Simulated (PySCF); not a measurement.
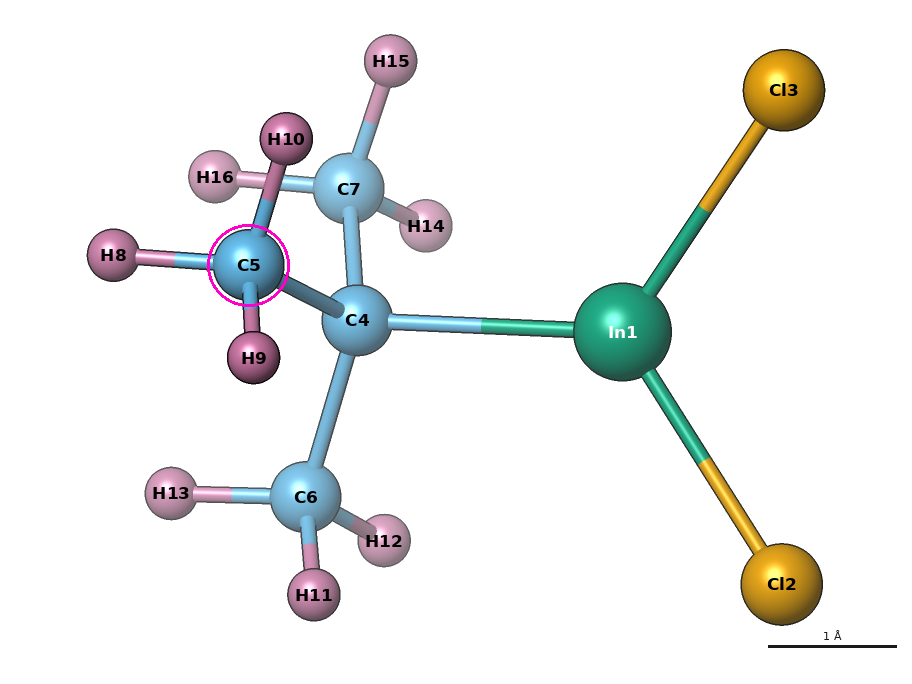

Orthographic view. Distant atoms are faded towards the background colour. Computed geometry: PBE0-D3(BJ)/def2-SVP optimisation. No frequency run is at hand to confirm it as a minimum.

### Name the neighbours of the circled atom.

The circled atom is C5; it is bonded to C4, H8, H9, H10.

### Of C6 and H11, which is nearer the viewer?

H11; the bond to C6 points away from the viewer, so it looks shorter than its 1.10 Å.

### What is the shortest path along bonds from the circled atom to H16?

C5–C4–C7–H16, 3 bonds; through space the two are 2.76 Å apart.

### Which atom is farthest from the viewer?

H14, 2.1 Å behind the mean position.
